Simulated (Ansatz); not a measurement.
**CH5GaO (SMILES C[O][GaH2]) at BLYP/cc-pVDZ**

What is the vertical ionisation energy of CH5GaO at BLYP/cc-pVDZ? 

The calculation is run with Ansatz 0.2.0.

56 further runs of the same task are left out: 56 set aside as unsound or not needed.

**1. The structure to begin with**

CH5GaO: 8 atoms, total charge 0, spin state singlet. SMILES: `C[O][GaH2]`. The shape is that of a PBE0-D4/def2-TZVP optimisation.

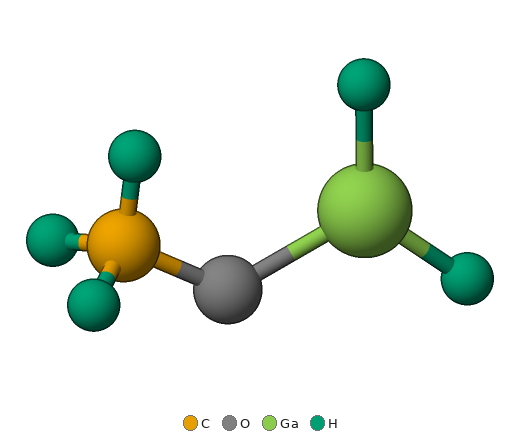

The structure, seen from a chosen angle (carbon amber, oxygen grey, gallium green, hydrogen teal).

**2. A single-point energy at BLYP/cc-pVDZ**

Contents of run.yaml:

```yaml
crystal:
  periodic: [false, false, false]
  atoms:
    - symbol: C
      position_ang: [-0.616800, 0.972600, -0.422900]
    - symbol: O
      position_ang: [-0.705300, -0.273500, 0.213500]
    - symbol: Ga
      position_ang: [0.703200, -1.302000, 0.579300]
    - symbol: H
      position_ang: [-1.200200, 0.962000, -1.350600]
    - symbol: H
      position_ang: [0.414200, 1.256200, -0.676600]
    - symbol: H
      position_ang: [-1.030600, 1.754200, 0.224300]
    - symbol: H
      position_ang: [2.093900, -0.732800, 0.142900]
    - symbol: H
      position_ang: [0.341700, -2.636700, 1.290100]
basis:
  gaussian:
    orbitals: cc-pVDZ
hamiltonian:
  xc: {name: BLYP}
output: {orbitals: {seedname: orbitals}}
accuracy: high
```

The run is started by

```
$ ansatz run run.yaml --threads 1 --pin off --max-ram 3480MiB --events-out events.jsonl --progress --plain --runs-dir runs
```

The log of the run:

```text
Warning: RAYON_NUM_THREADS=1 ignored (pool sized by the plan → 1); use --threads N
Functional definition: BLYP
  name "BLYP"
  parameter beta = 0.0042
  parameter a = 0.04918
  parameter b = 0.132
  parameter c = 0.2533
  parameter d = 0.349
  exchange = b88_x(beta = beta)
  correlation = lyp_c(a = a, b = b, c = c, d = d)
1865 factors; integrals over basis functions are off by at most 4.4e-9 eV
mean field evaluation 1: about -55535.0121 eV, gradient 6.1e1 eV
mean field evaluation 2: about -55449.2194 eV, gradient 1.8e2 eV
mean field evaluation 4: about -55542.6483 eV, gradient 1.8e1 eV
mean field evaluation 8: about -55543.2212 eV, gradient 8.9e-1 eV
mean field evaluation 16: about -55543.2230 eV, gradient 2.0e-5 eV
mean field -55543.22296429 eV, -2041.1757953889 hartree, gradient 9.4e-8 eV, S^2 0.000000; 0 other end points of the search recorded, 0 dependent functions left out
reference -55543.22301948 eV, -2041.1757974172 hartree; 25, 25 occupied and 55, 55 virtual orbitals, 1865 factors
Total energy: -55543.22301948 eV, -2041.1757974172 hartree
```

It took 6.3 s on 1 thread of Arm Neoverse V1, shared host; peak memory 0.2 GiB.

**3. The doublet cation**

Contents of job.yaml:

```yaml
basis:
  gaussian: {orbitals: cc-pVDZ}
crystal:
  periodic: [false, false, false]
  atoms:
    - {symbol: C, position_ang: [-0.616800, 0.972600, -0.422900]}
    - {symbol: O, position_ang: [-0.705300, -0.273500, 0.213500]}
    - {symbol: Ga, position_ang: [0.703200, -1.302000, 0.579300]}
    - {symbol: H, position_ang: [-1.200200, 0.962000, -1.350600]}
    - {symbol: H, position_ang: [0.414200, 1.256200, -0.676600]}
    - {symbol: H, position_ang: [-1.030600, 1.754200, 0.224300]}
    - {symbol: H, position_ang: [2.093900, -0.732800, 0.142900]}
    - {symbol: H, position_ang: [0.341700, -2.636700, 1.290100]}
total_charge: 1
magnetization: {spin_polarized: true, initial_magnetization: 1}
hamiltonian: {xc: {name: BLYP}}
accuracy: high
output: {orbitals: {seedname: orbitals}}
```

The run is started by

```
$ ansatz run job.yaml --threads 1 --pin off --max-ram 3480MiB --events-out events.jsonl --progress --plain --runs-dir runs
```

The log of the run, shortened:

```text
Warning: RAYON_NUM_THREADS=1 ignored (pool sized by the plan → 1); use --threads N
[... 9 set-up lines as earlier in the session ...]
1862 factors; integrals over basis functions are off by at most 4.5e-9 eV
mean field evaluation 1: about -55510.1421 eV, gradient 7.1e1 eV
mean field evaluation 2: about -55249.5102 eV, gradient 1.7e2 eV
mean field evaluation 4: about -55519.3442 eV, gradient 5.5e1 eV
mean field evaluation 8: about -55533.1249 eV, gradient 6.4e0 eV
mean field evaluation 16: about -55533.5202 eV, gradient 3.7e-1 eV
mean field evaluation 32: about -55533.4962 eV, gradient 2.1e0 eV
mean field -55533.53891696 eV, -2040.8199132136 hartree, gradient 1.8e-8 eV, S^2 0.753901; 4 other end points of the search recorded, 0 dependent functions left out
reference -55533.53897096 eV, -2040.8199151980 hartree; 25, 24 occupied and 55, 56 virtual orbitals, 1862 factors
Total energy: -55533.53897096 eV, -2040.8199151980 hartree
```

Run time: 24 s. Hardware: 1 thread of Arm Neoverse V1, shared host; peak memory 0.26 GiB.

**4. What came out**

Level: BLYP/cc-pVDZ.

| quantity | value |
| --- | --- |
| singlet CH5GaO: total energy | -2041.17580 Eh |
| singlet CH5GaO: HOMO energy | -6.16 eV |
| singlet CH5GaO: LUMO energy | -1.82 eV |
| singlet CH5GaO: HOMO–LUMO gap | 4.34 eV |
| doublet cation: total energy | -2040.81992 Eh |
| doublet cation: HOMO energy (highest over α and β) | -13.12 eV |
| doublet cation: LUMO energy (lowest over α and β) | -13.02 eV |
| doublet cation: ⟨S²⟩ | 0.754 |
| vertical ionisation energy (to the doublet cation) | 9.684 eV |

The vertical ionisation energy comes to 9.68 eV (223 kcal/mol). −ε(HOMO) before ionisation, 6.16 eV, is 3.53 eV below this ionisation energy.
